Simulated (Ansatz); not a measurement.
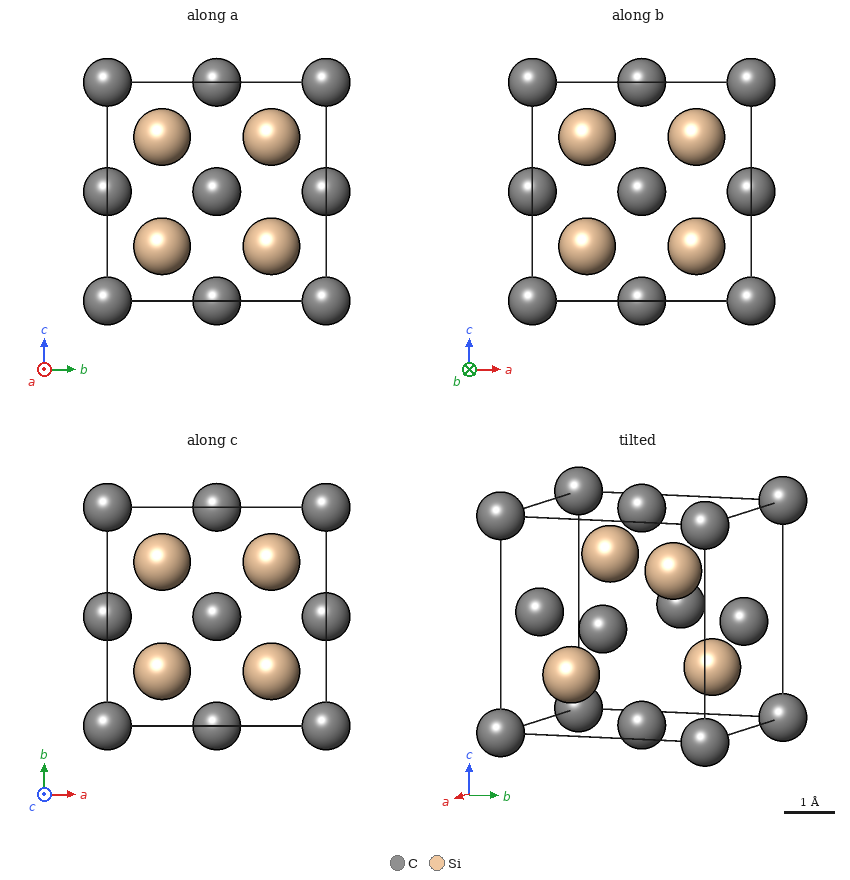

Spheres-only drawing of the structure, looking along the a axis, along the b axis, along the c axis and slightly off an axis. The conventional unit cell is drawn as a box.

Lattice parameters: a = 4.379 Å, b = 4.379 Å, c = 4.379 Å, α = 90.00°, β = 90.00°, γ = 90.00°. Put a along x and b in the xy plane.

### Convert the drawing into a POSCAR file.

```
C Si
1.0
     4.379    0.000    0.000
     0.000    4.379    0.000
     0.000    0.000    4.379
C Si
4 4
Direct
  0.0000 0.0000 0.0000
  0.0000 0.5000 0.5000
  0.5000 0.0000 0.5000
  0.5000 0.5000 0.0000
  0.2500 0.2500 0.7500
  0.2500 0.7500 0.2500
  0.7500 0.2500 0.2500
  0.7500 0.7500 0.7500
```

The structure was taken from a structure type filled with these elements by a generator (whether the compound takes this form wasn't checked). Earlier steps of the study, as a rule a relaxation of our own, may have changed the cell and positions, so they can lie some per cent off the listed ones. A calculation with Ansatz used it as input.
